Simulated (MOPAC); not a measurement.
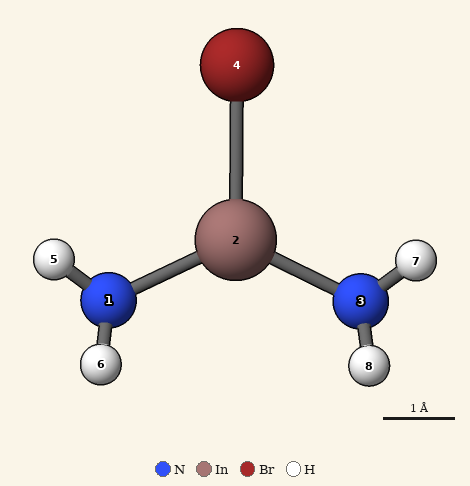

Figure 1. The structure as given in the input (ball-and-stick view, seen on its broad side; atoms are numbered from 1 in the order of the input). Sticks mark near contacts. Bond lengths as drawn: Br–In 2.49 Å, H–N 1.01 to 1.03 Å and In–N 1.99 to 2.01 Å.

**InN₂H₄Br: geometry relaxation (part 1 of 3)**

InN₂H₄Br, SMILES [NH2][In]([NH2])[Br], computed with MNDO, closed shell (MOPAC 23.2.5).

The atoms were displaced at random from an optimised geometry.

Input file (run.mop)
```
MNDO MULLIK PRECISE CYCLES=300 GNORM=0.02 EF DISP AUX(PRECISION=6) THREADS=1
BrH4InN2
[NH2][In]([NH2])[Br]
N     -0.805332     1.671062     0.056646
In    -0.194826    -0.206920    -0.327379
N      0.803465    -1.438307     0.878898
Br    -1.150692    -1.253278    -2.380042
H     -1.118546     2.200290    -0.754784
H     -0.192496     2.258649     0.602345
H      1.200485    -2.262198     0.412437
H      1.529370    -1.046386     1.472220
```

Launched with:
```bash
mopac run.mop
```

The program's output
```
MOPAC v23.2.5
MNDO CALCULATION RESULTS

 *  MNDO       - The MNDO Hamiltonian to be used
 *  PRECISE    - TIGHTER CRITERIA TO BE USED
 *  EF         - USE EF ROUTINE FOR MINIMUM SEARCH
 *  THREADS=1  - MULTI-THREADING NOT USED
 *  CYCLES=    - DO A MAXIMUM OF 300 STEPS
 *  GNORM      - EXIT WHEN GRADIENT NORM DROPS BELOW 0.020
 *  AUX        - OUTPUT AUXILIARY INFORMATION
 *  DISP       - PRINT DISPERSION AND HYDROGEN BOND ENERGIES
 *  MULLIK     - THE MULLIKEN ANALYSIS TO BE PERFORMED
MNDO MULLIK PRECISE CYCLES=300 GNORM=0.02 EF DISP AUX(PRECISION=6) THREADS=1
 BrH4InN2
 [NH2][In]([NH2])[Br]
   ATOM   CHEMICAL          X               Y               Z
  NUMBER   SYMBOL      (ANGSTROMS)     (ANGSTROMS)     (ANGSTROMS)

     1       N         -0.80533200  *   1.67106200  *   0.05664600  *
     2      In         -0.19482600  *  -0.20692000  *  -0.32737900  *
     3       N          0.80346500  *  -1.43830700  *   0.87889800  *
     4      Br         -1.15069200  *  -1.25327800  *  -2.38004200  *
     5       H         -1.11854600  *   2.20029000  *  -0.75478400  *
     6       H         -0.19249600  *   2.25864900  *   0.60234500  *
     7       H          1.20048500  *  -2.26219800  *   0.41243700  *
     8       H          1.52937000  *  -1.04638600  *   1.47222000  *

          CARTESIAN COORDINATES

    NO.       ATOM           X           Y           Z

     1         N         -0.8053      1.6711      0.0566
     2        In         -0.1948     -0.2069     -0.3274
     3         N          0.8035     -1.4383      0.8789
     4        Br         -1.1507     -1.2533     -2.3800
     5         H         -1.1185      2.2003     -0.7548
     6         H         -0.1925      2.2586      0.6023
     7         H          1.2005     -2.2622      0.4124
     8         H          1.5294     -1.0464      1.4722

           Empirical Formula: H4 N2 In Br  =     8 atoms

      MOLECULAR POINT GROUP   :   Cs

      RHF CALCULATION, NO. OF DOUBLY OCCUPIED LEVELS = 12

          Geometry optimization using EF

          DIAGONAL MATRIX USED AS START HESSIAN
```

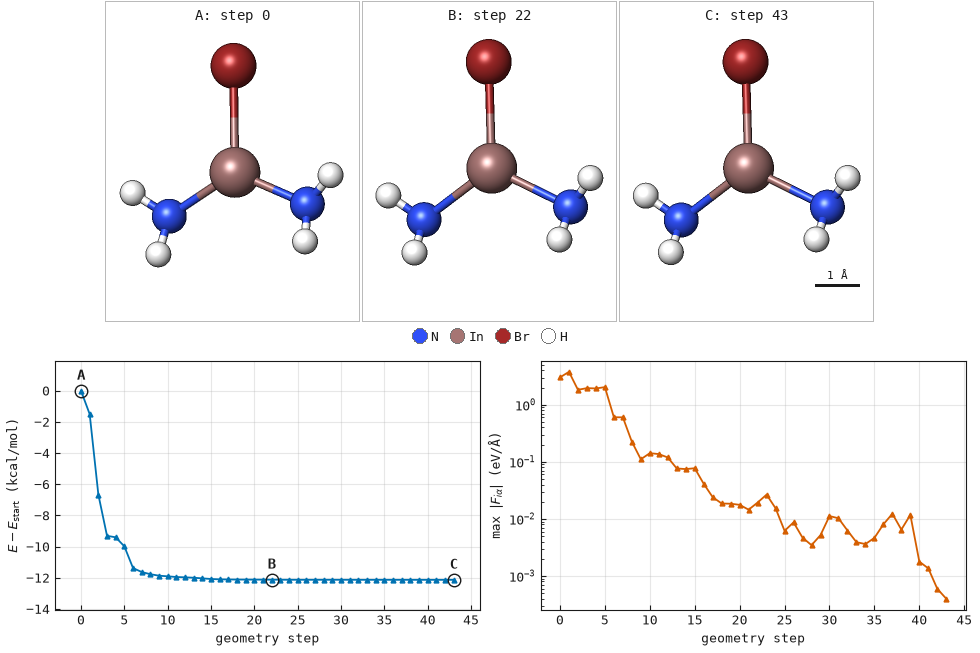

Figure 2. Frames of the relaxation (ball-and-stick view, seen at a tilt) above the curves, on which the letters mark them (steps are counted from 0).

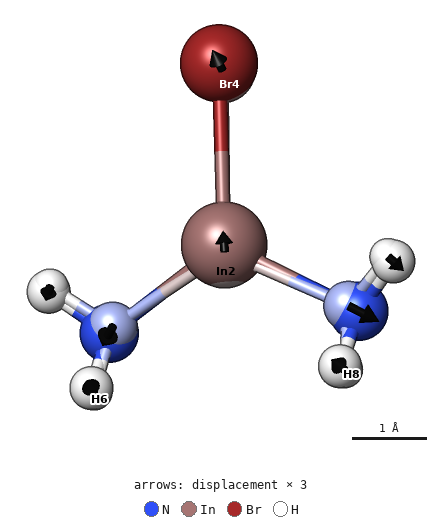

Figure 3. Start (faint) and end (solid) with the displacements as black arrows, magnified 3 times (ball-and-stick view, seen at a tilt). The two geometries are laid on each other by the best rigid fit. The largest moves after the best rigid fit, 0.16 Å, are those of N1 and N3. By element the largest moves are N 0.16 Å, Br 0.11 Å, H 0.11 Å, In 0.10 Å. Among the contacts that change: In2–N3 1.992 → 2.182 Å, N1–In2 2.012 → 2.182 Å, N3–H7 1.027 → 1.001 Å, N1–H5 1.018 → 1.001 Å. Among the angles that change: In2–N1–H6 117.5° → 108.3°, In2–N1–H5 115.2° → 108.4°, N1–In2–N3 127.8° → 121.6°. Over 43 geometry steps the energy falls by 12.1 kcal/mol. Largest force component: 3 eV/Å at the start, 0.0004 eV/Å at the end. (Atoms are counted from 1 in the order of the input.)

```
 CYCLE:     1 TIME:   0.008 TIME LEFT:  2.00D  GRAD.:   137.996 HEAT:  41.79349
 CYCLE:     2 TIME:   0.000 TIME LEFT:  2.00D  GRAD.:   181.524 HEAT:  40.29435
 CYCLE:     3 TIME:   0.000 TIME LEFT:  2.00D  GRAD.:    92.206 HEAT:  35.13281
 CYCLE:     4 TIME:   0.000 TIME LEFT:  2.00D  GRAD.:    75.666 HEAT:  32.48767
 CYCLE:     5 TIME:   0.008 TIME LEFT:  2.00D  GRAD.:    90.506 HEAT:  32.39500
 CYCLE:     6 TIME:   0.000 TIME LEFT:  2.00D  GRAD.:    85.835 HEAT:  31.81270
 CYCLE:     7 TIME:   0.000 TIME LEFT:  2.00D  GRAD.:    34.375 HEAT:  30.42246
 CYCLE:     8 TIME:   0.008 TIME LEFT:  2.00D  GRAD.:    25.065 HEAT:  30.16686
 CYCLE:     9 TIME:   0.000 TIME LEFT:  2.00D  GRAD.:    14.130 HEAT:  30.02779
 CYCLE:    10 TIME:   0.000 TIME LEFT:  2.00D  GRAD.:     6.611 HEAT:  29.93197
 CYCLE:    11 TIME:   0.000 TIME LEFT:  2.00D  GRAD.:     4.881 HEAT:  29.89212
 CYCLE:    12 TIME:   0.008 TIME LEFT:  2.00D  GRAD.:     4.464 HEAT:  29.84763
 CYCLE:    13 TIME:   0.000 TIME LEFT:  2.00D  GRAD.:     3.823 HEAT:  29.82796
 CYCLE:    14 TIME:   0.000 TIME LEFT:  2.00D  GRAD.:     3.594 HEAT:  29.80105
 CYCLE:    15 TIME:   0.000 TIME LEFT:  2.00D  GRAD.:     4.017 HEAT:  29.76047
 CYCLE:    16 TIME:   0.008 TIME LEFT:  2.00D  GRAD.:     3.647 HEAT:  29.72028
 CYCLE:    17 TIME:   0.000 TIME LEFT:  2.00D  GRAD.:     2.250 HEAT:  29.69776
 CYCLE:    18 TIME:   0.000 TIME LEFT:  2.00D  GRAD.:     1.391 HEAT:  29.68886
 CYCLE:    19 TIME:   0.000 TIME LEFT:  2.00D  GRAD.:     1.141 HEAT:  29.68473
 CYCLE:    20 TIME:   0.008 TIME LEFT:  2.00D  GRAD.:     0.959 HEAT:  29.68200
 CYCLE:    21 TIME:   0.000 TIME LEFT:  2.00D  GRAD.:     0.779 HEAT:  29.68016
 CYCLE:    22 TIME:   0.000 TIME LEFT:  2.00D  GRAD.:     0.829 HEAT:  29.67856
 CYCLE:    23 TIME:   0.000 TIME LEFT:  2.00D  GRAD.:     1.055 HEAT:  29.67647
 CYCLE:    24 TIME:   0.000 TIME LEFT:  2.00D  GRAD.:     1.177 HEAT:  29.67372
 CYCLE:    25 TIME:   0.008 TIME LEFT:  2.00D  GRAD.:     0.759 HEAT:  29.67106
 CYCLE:    26 TIME:   0.000 TIME LEFT:  2.00D  GRAD.:     0.366 HEAT:  29.67036
 CYCLE:    27 TIME:   0.000 TIME LEFT:  2.00D  GRAD.:     0.333 HEAT:  29.67010
 CYCLE:    28 TIME:   0.000 TIME LEFT:  2.00D  GRAD.:     0.207 HEAT:  29.67002
 CYCLE:    29 TIME:   0.000 TIME LEFT:  2.00D  GRAD.:     0.207 HEAT:  29.66988
 CYCLE:    30 TIME:   0.008 TIME LEFT:  2.00D  GRAD.:     0.267 HEAT:  29.66976
 CYCLE:    31 TIME:   0.000 TIME LEFT:  2.00D  GRAD.:     0.493 HEAT:  29.66930
 CYCLE:    32 TIME:   0.000 TIME LEFT:  2.00D  GRAD.:     0.445 HEAT:  29.66902
 CYCLE:    33 TIME:   0.000 TIME LEFT:  2.00D  GRAD.:     0.285 HEAT:  29.66816
 CYCLE:    34 TIME:   0.008 TIME LEFT:  2.00D  GRAD.:     0.154 HEAT:  29.66804
 CYCLE:    35 TIME:   0.000 TIME LEFT:  2.00D  GRAD.:     0.146 HEAT:  29.66800
 CYCLE:    36 TIME:   0.000 TIME LEFT:  2.00D  GRAD.:     0.236 HEAT:  29.66788
 CYCLE:    37 TIME:   0.000 TIME LEFT:  2.00D  GRAD.:     0.364 HEAT:  29.66769
 CYCLE:    38 TIME:   0.000 TIME LEFT:  2.00D  GRAD.:     0.548 HEAT:  29.66726
 CYCLE:    39 TIME:   0.008 TIME LEFT:  2.00D  GRAD.:     0.341 HEAT:  29.66691
 CYCLE:    40 TIME:   0.000 TIME LEFT:  2.00D  GRAD.:     0.599 HEAT:  29.66701
 CYCLE:    41 TIME:   0.000 TIME LEFT:  2.00D  GRAD.:     0.096 HEAT:  29.66674
 CYCLE:    42 TIME:   0.000 TIME LEFT:  2.00D  GRAD.:     0.065 HEAT:  29.66673
 CYCLE:    43 TIME:   0.008 TIME LEFT:  2.00D  GRAD.:     0.041 HEAT:  29.66673
 CYCLE:    44 TIME:   0.000 TIME LEFT:  2.00D  GRAD.:     0.017 HEAT:  29.66672

     GRADIENT =  0.01652 IS LESS THAN CUTOFF =  0.02000

 -------------------------------------------------------------------------------
 MNDO MULLIK PRECISE CYCLES=300 GNORM=0.02 EF DISP AUX(PRECISION=6) THREADS=1
 BrH4InN2
 [NH2][In]([NH2])[Br]

     GEOMETRY OPTIMISED USING EIGENVECTOR FOLLOWING (EF).
     SCF FIELD WAS ACHIEVED

                              MNDO CALCULATION

          FINAL HEAT OF FORMATION =         29.66672 KCAL/MOL =     124.12554 KJ/MOL

          TOTAL ENERGY            =     -20137.08756 KCAL/MOL = ELECTRONIC ENERGY + CORE-CORE REPULSION
          ENERGY OF ATOMS         =      20166.75427 KCAL/MOL
                              SUM =         29.66672 KCAL/MOL
          DISPERSION ENERGY       =          0.00000 KCAL/MOL
                              SUM =         29.66672 KCAL/MOL = FINAL HEAT OF FORMATION

          TOTAL ENERGY            =       -873.22676 EV
          ELECTRONIC ENERGY       =      -1959.48504 EV
          CORE-CORE REPULSION     =       1086.25827 EV
          COSMO AREA              =        134.99 SQUARE ANGSTROMS
          COSMO VOLUME            =        120.50 CUBIC ANGSTROMS

          GRADIENT NORM           =          0.01652          =       0.00584 PER ATOM
          IONIZATION POTENTIAL    =         10.206928 EV
          HOMO LUMO ENERGIES (EV) =        -10.207 -1.871
          NO. OF FILLED LEVELS    =         12
          MOLECULAR WEIGHT        =        226.7690         POINT GROUP:  Cs

          MOLECULAR DIMENSIONS (Angstroms)

            Atom       Atom       Distance
            H     7    H     5     5.26422
            H     8   Br     4     4.34269
            H     6    N     3     0.52478

          SCF CALCULATIONS        =         48

          WALL-CLOCK TIME         =      0.094 SECONDS
          COMPUTATION TIME        =      0.089 SECONDS

   ATOM   CHEMICAL          X               Y               Z
  NUMBER   SYMBOL      (ANGSTROMS)     (ANGSTROMS)     (ANGSTROMS)

     1       N         -0.85644638  *   1.78773258  *   0.15638286  *
     2      In         -0.21234501  *  -0.22736501  *  -0.38009059  *
     3       N          0.85709051  *  -1.50185165  *   1.03240509  *
     4      Br         -1.16109410  *  -1.26610496  *  -2.42508594  *
     5       H         -1.12672650  *   2.26597394  *  -0.67999993  *
     6       H         -0.06561585  *   2.28607672  *   0.51428262  *
     7       H          1.24097707  *  -2.27737828  *   0.52993370  *
     8       H          1.64042158  *  -0.98993813  *   1.38761521  *

                             CARTESIAN COORDINATES

   1    N       -0.856446379     1.787732585     0.156382856
   2   In       -0.212345006    -0.227365012    -0.380090592
   3    N        0.857090513    -1.501851651     1.032405089
   4   Br       -1.161094101    -1.266104958    -2.425085937
   5    H       -1.126726504     2.265973937    -0.679999930
   6    H       -0.065615854     2.286076725     0.514282617
   7    H        1.240977069    -2.277378278     0.529933703
   8    H        1.640421581    -0.989938128     1.387615211

           Empirical Formula: H4 N2 In Br  =     8 atoms

      MOLECULAR POINT GROUP   :   Cs

                  EIGENVALUES
 -32.28839 -31.80577 -24.80191 -17.06350 -16.91299 -16.04785 -13.58945 -13.20242
 -11.61214 -11.54722 -10.81199 -10.20693  -1.87130  -0.19876   1.75740   2.99180
   5.00522   5.04633   5.86634   5.90779

              NET ATOMIC CHARGES AND DIPOLE CONTRIBUTIONS

  ATOM NO.   TYPE          CHARGE      No. of ELECS.   s-Pop       p-Pop
    1          N          -0.295259        5.2953     1.66302     3.63224
    2         In           0.511416        2.4886     1.26331     1.22527
    3          N          -0.295284        5.2953     1.66298     3.63230
    4         Br          -0.263197        7.2632     1.98869     5.27451
    5          H           0.087726        0.9123     0.91227
    6          H           0.083424        0.9166     0.91658
    7          H           0.087734        0.9123     0.91227
    8          H           0.083440        0.9166     0.91656
 DIPOLE           X         Y         Z       TOTAL
 POINT-CHG.     1.625     1.151     1.145     2.297
 HYBRID         1.311     0.369    -1.182     1.803
 SUM            2.936     1.520    -0.037     3.306

          ATOMIC ORBITAL ELECTRON POPULATIONS

     Atom    s        px        py        pz
    1  N   1.66302   1.29199   1.10016   1.24009
    2 In   1.26331   0.28151   0.53904   0.40472
    3  N   1.66298   1.25159   1.08539   1.29532
    4 Br   1.98869   1.87677   1.87050   1.52725
    5  H   0.91227
    6  H   0.91658
    7  H   0.91227
    8  H   0.91656

           MULLIKEN POPULATION ANALYSIS

        MULLIKEN POPULATIONS AND CHARGES

      NO.  ATOM   POPULATION      CHARGE
        1    N     5.406332     -0.406332
        2   In     2.352435      0.647565
        3    N     5.406369     -0.406369
        4   Br     7.325308     -0.325308
        5    H     0.874824      0.125176
        6    H     0.879970      0.120030
        7    H     0.874813      0.125187
        8    H     0.879949      0.120051

          Chemical-Potential Equalization

          Energy                    =                  NaN   kcal/mol
          Pot(1)                    =                  NaN   eV
          Dipole correction(1)      =                  NaN   au

 *                    *
 * JOB ENDED NORMALLY *
 *                    *

 TOTAL JOB TIME:             0.09 SECONDS

 == MOPAC DONE ==
```

Trajectory as extended XYZ (Å, eV, eV/Å), 44 frames, from step=0 to step=43
```
8
Properties=species:S:1:pos:R:3:forces:R:3 step=0 energy=1.81234
N    -0.8053    1.6711    0.0566   -0.6803   3.0158   0.2216
In   -0.1948   -0.2069   -0.3274   -0.7180  -0.5678  -2.5596
N     0.8035   -1.4383    0.8789    2.5384  -2.3426   1.7161
Br   -1.1507   -1.2533   -2.3800    0.0162   0.0323   0.0840
H    -1.1185    2.2003   -0.7548    0.3484  -0.4619   0.8168
H    -0.1925    2.2586    0.6023   -0.3723  -0.3410  -0.4038
H     1.2005   -2.2622    0.4124   -0.4774   1.0060   0.6606
H     1.5294   -1.0464    1.4722   -0.6551  -0.3407  -0.5356
8
Properties=species:S:1:pos:R:3:forces:R:3 step=1 energy=1.74733
N    -0.8278    1.7577    0.1008   -1.9733  -2.9154   0.2141
In   -0.2110   -0.2208   -0.4043    0.7137   0.3655   1.2118
N     0.8548   -1.5064    0.9747   -3.7708  -0.0681  -0.6510
Br   -1.1406   -1.2442   -2.3521   -0.5988  -0.6358  -1.2576
H    -1.1155    2.1851   -0.7035   -0.3948   1.4671  -1.5306
H    -0.2028    2.2474    0.5920    2.1697   1.8867   1.3234
H     1.1940   -2.2292    0.4466    1.2031  -1.5468  -0.7843
H     1.5181   -1.0551    1.4484    2.6513   1.4468   1.4741
```
